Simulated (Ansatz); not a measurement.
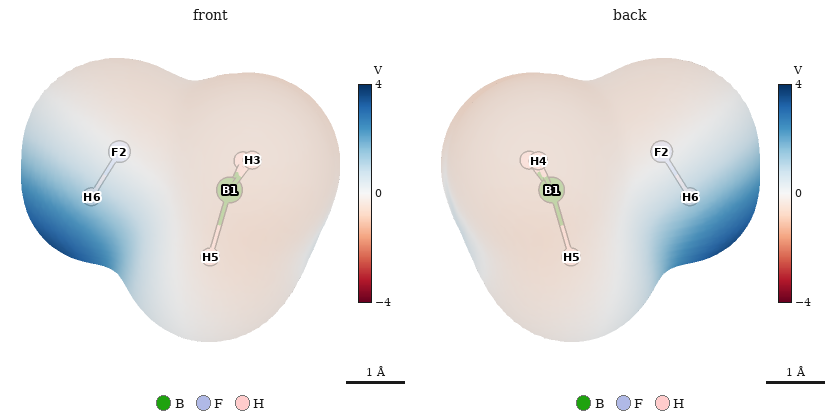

BH3···HF. The electrostatic potential painted on the density surface at 0.001 e/bohr³, seen from the front and from behind; red is negative and blue positive.

Level of theory: RKS PBE0-D4/def2-SVPD in Ansatz 0.2.0.

```yaml
atoms:
  - { symbol: B, position_ang: [0.0176, -0.3875, -0.2976] }
  - { symbol: F, position_ang: [0.0137, -0.0179, 1.6982] }
  - { symbol: H, position_ang: [1.0495, 0.1865, -0.5327] }
  - { symbol: H, position_ang: [-1.0353, 0.1484, -0.5293] }
  - { symbol: H, position_ang: [0.0399, -1.5879, -0.1388] }
  - { symbol: H, position_ang: [0.0260, -0.8675, 2.0644] }
```

Question: Which sites attract a positive test charge, and which a negative one?

Answer: A positive charge is drawn to the negative regions and a negative charge to the positive ones. The most negative region (about −0.7 V, or −16 kcal/mol for a unit charge) lies over H3, the most positive (about +3.5 V, or +81 kcal/mol for a unit charge) over H6.
